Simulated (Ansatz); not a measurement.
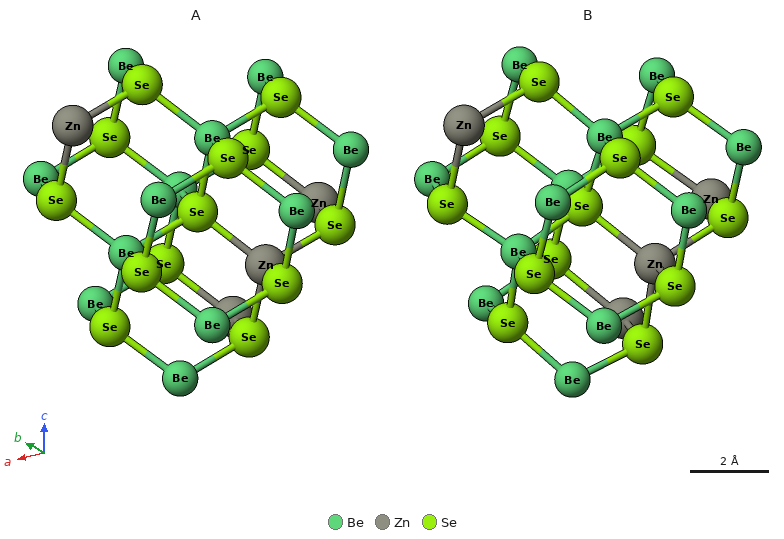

Two geometries of solid Be₂₆Zn₆Se₃₂ (a generated structure, set up in P1), drawn at one scale. One is the start of a relaxation, the other its converged end. A ball-and-stick model of the atoms within 5.0 Å of the atom that moves most (axes of the cell of the calculation (origin shifted)), seen from a free direction.

Level of theory: Ansatz, DFT, PBEsol, PAW, plane waves. (plane-wave cutoff 420 eV; k-point mesh 1 × 1 × 1; mesh shifted by (0.25, 0.25, 0.25); no spin polarisation; cell relaxed at fixed shape; force threshold 0.03 eV/Å; at most 80 steps)

### Which geometry has the lower energy?

Structure B is the relaxed one. The largest move relative to the cell is that of a Se atom, 0.24 Å along [1 1 1]. Largest moves by element: Se 0.24 Å, Zn 0.10 Å, Be 0.10 Å. Cell: a = b = c 10.449 → 10.447 Å (0.0 %). Volume −0.1 %. Some distances before and after: Se–Zn 2.219 → 2.395 Å, Se–Zn 2.244 → 2.403 Å, Se–Zn 2.247 → 2.386 Å, Be–Se 2.296 → 2.178 Å. Among the angles between lasting bonds that change: Be–Se–Zn 109.1° → 102.6°, Be–Se–Zn 111.0° → 104.8°, Se–Zn–Se 111.2° → 106.1°. The space group stays P1 (No. 1). Over 5 geometry steps the energy falls by 54.7 meV per atom. The largest force component goes from 2.8 to 0.016 eV/Å. Pressure: 1.44 GPa at the start and 0.00 GPa at the end.
